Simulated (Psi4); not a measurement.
# InHClF (SMILES [F][InH][Cl]): HF/def2-QZVPP (density fitting, core potential, sweep point 6)

What is the vertical singlet–triplet gap of InHClF at HF/def2-QZVPP (density fitting, core potential, sweep point 6)? 

Program for the calculation: Psi4 1.11.

**1. The molecule**

The species is InHClF (4 atoms), meant as a singlet with charge 0. SMILES: `[F][InH][Cl]`. The shape is that of a PBE0-D4/def2-TZVP optimisation.

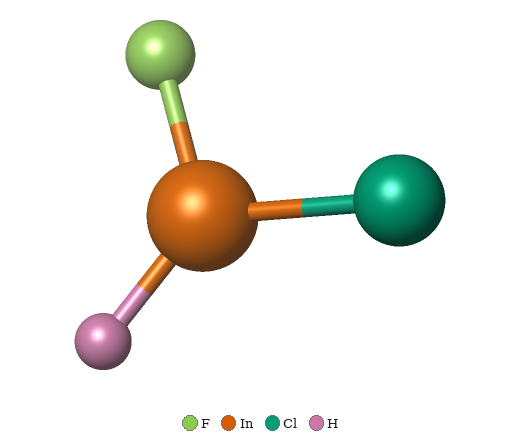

Viewed from a chosen angle; fluorine green, indium orange, chlorine teal, hydrogen pink.

**2. A single-point energy at HF/def2-QZVPP (density fitting, core potential, sweep point 6)**

The input, job.inp:

```
memory 1600 MB

molecule mol {
  0 1
  F     -1.569200    -0.190500     0.987800
  In    -0.021100     0.130300    -0.135600
  Cl     1.671100    -1.313100     0.468200
  H     -0.025300     1.312800    -1.340700
  symmetry c1
}

set globals {
  basis def2-QZVPP
  puream true
  scf_type df
}

e_tot, wfn = energy('scf', return_wfn=True)
print_variables()
```

Command:

```sh
psi4 -n 1 job.inp job.out
```

job.out, cut to the lines that bear on the results:

```text
[...]
    !!!  WARNING: ECP capability is in beta. Please check occupations closely.  !!!
[...]
  Running in c1 symmetry.
[...]
  Nuclear repulsion =  167.456036724742745
[...]
  Multiplicity = 1
[...]
  Nalpha       = 24
  Nbeta        = 24
[...]
    Number of basis functions: 239
[...]
   @DF-RHF iter   1:  -748.77531404331376   -1.57205e+00   2.45503e-03 ADIIS/DIIS
[...]
   @DF-RHF iter   8:  -748.88635857357713   -1.45355e-07   3.44854e-07 DIIS
[...]
    Orbital Energies [Eh]
    ---------------------
    Doubly Occupied:
       1A   -104.822301     2A    -26.221795     3A    -10.547970
       4A     -8.014699     5A     -8.013733     6A     -8.013629
       7A     -5.435452     8A     -3.697964     9A     -3.690569
      10A     -3.688597    11A     -1.497913    12A     -1.114854
      13A     -1.082476    14A     -1.081651    15A     -1.079356
      16A     -1.076353    17A     -1.032750    18A     -0.628738
      19A     -0.588431    20A     -0.582883    21A     -0.533543
      22A     -0.479391    23A     -0.464553    24A     -0.455444
[...]
  @DF-RHF Final Energy:  -748.88635857357713
   => Energetics <=
    Nuclear Repulsion Energy =            167.4560367247427450
    One-Electron Energy =               -1444.9946804973437793
    Two-Electron Energy =                 528.6522851990239360
    Total Energy =                       -748.8863585735771267
[...]
 Multipole Moments:
 ------------------------------------------------------------------------------------
     Multipole            Electronic (a.u.)      Nuclear  (a.u.)        Total (a.u.)
 ------------------------------------------------------------------------------------
 L = 1.  Multiply by 2.5417464519 to convert [e a0] to [Debye]
 Dipole X            :        -11.8856152           12.1355868            0.2499717
 Dipole Y            :         20.8333080          -20.0226066            0.8107014
 Dipole Z            :        -15.1611252           14.2048263           -0.9562989
 Magnitude           :                                                    1.2783702
[...]
```

Run time: 5.1 s. Hardware: 1 thread of Intel Xeon Platinum 8559C (Emerald Rapids), shared host; peak memory 0.45 GiB.

**3. The triplet at the same level**

The input, input.inp:

```
memory 1.6 GB

molecule m {
  0 3
  F     -1.569200    -0.190500     0.987800
  In    -0.021100     0.130300    -0.135600
  Cl     1.671100    -1.313100     0.468200
  H     -0.025300     1.312800    -1.340700
  units angstrom
  symmetry c1
}

set globals {
  basis def2-QZVPP
  reference uhf
  puream true
  scf_type df
  maxiter 150
}

e_tot, wfn = energy('hf', return_wfn=True)
print_variables()
```

Command:

```sh
psi4 input.inp input.out -n 1
```

input.out, cut to the lines that bear on the results:

```text
[...]
    !!!  WARNING: ECP capability is in beta. Please check occupations closely.  !!!
[...]
  Running in c1 symmetry.
[...]
  Nuclear repulsion =  167.456036724742745
[...]
  Multiplicity = 3
[...]
  Nalpha       = 25
  Nbeta        = 23
[...]
    Number of basis functions: 239
[...]
   @DF-UHF iter   1:  -748.49299557662857   -1.28973e+00   2.69059e-03 DIIS/ADIIS
[...]
   @DF-UHF iter  18:  -748.66225379480261    7.90646e-07   8.50229e-07 DIIS
[...]
   @S^2 Observed:                2.013646157E+00
[...]
    Orbital Energies [Eh]
    ---------------------
    Alpha Occupied:
       1A   -104.817736     2A    -26.212465     3A    -10.544369
       4A     -8.016597     5A     -8.008713     6A     -8.008241
       7A     -5.440090     8A     -3.698973     9A     -3.695032
      10A     -3.687065    11A     -1.497673    12A     -1.123278
      13A     -1.105780    14A     -1.083120    15A     -1.076032
      16A     -1.076018    17A     -1.041985    18A     -0.729011
      19A     -0.618797    20A     -0.578842    21A     -0.571484
      22A     -0.528424    23A     -0.461188    24A     -0.459821
      25A     -0.232352
    Alpha Virtual:
[...]
  @DF-UHF Final Energy:  -748.66225379480261
   => Energetics <=
    Nuclear Repulsion Energy =            167.4560367247427450
    One-Electron Energy =               -1444.8906612044843314
    Two-Electron Energy =                 528.7723706849390055
    Total Energy =                       -748.6622537948026093
  UHF NO Occupations:
  HONO-2 :   23  A 1.9958359
  HONO-1 :   24  A 1.0000000
[...]
 Multipole Moments:
 ------------------------------------------------------------------------------------
     Multipole            Electronic (a.u.)      Nuclear  (a.u.)        Total (a.u.)
 ------------------------------------------------------------------------------------
 L = 1.  Multiply by 2.5417464519 to convert [e a0] to [Debye]
 Dipole X            :        -11.9009054           12.1355868            0.2346815
 Dipole Y            :         21.3863234          -20.0226066            1.3637168
 Dipole Z            :        -15.7175721           14.2048263           -1.5127459
 Magnitude           :                                                    2.0501705
[...]
```

Wall time 7.2 s (1 thread of Intel Xeon Platinum 8559C (Emerald Rapids), shared host); peak memory 0.45 GiB.

**4. Outcome**

At HF/def2-QZVPP (density fitting, core potential, sweep point 6):

| quantity | value |
| --- | --- |
| singlet: total energy | -748.88636 Eh |
| singlet: dipole moment | 3.25 D |
| singlet: HOMO energy | -12.39 eV |
| singlet: LUMO energy | 0.45 eV |
| singlet: HOMO–LUMO gap | 12.85 eV |
| triplet: total energy | -748.66225 Eh |
| triplet: dipole moment | 5.21 D |
| triplet: HOMO energy (highest over α and β) | -6.32 eV |
| triplet: LUMO energy (lowest over α and β) | -3.76 eV |
| triplet: ⟨S²⟩ | 2.014 |
| vertical energy of the triplet above the singlet | 6.098 eV |

What this shows: At this shape the triplet lies 6.10 eV (141 kcal/mol) above the singlet.
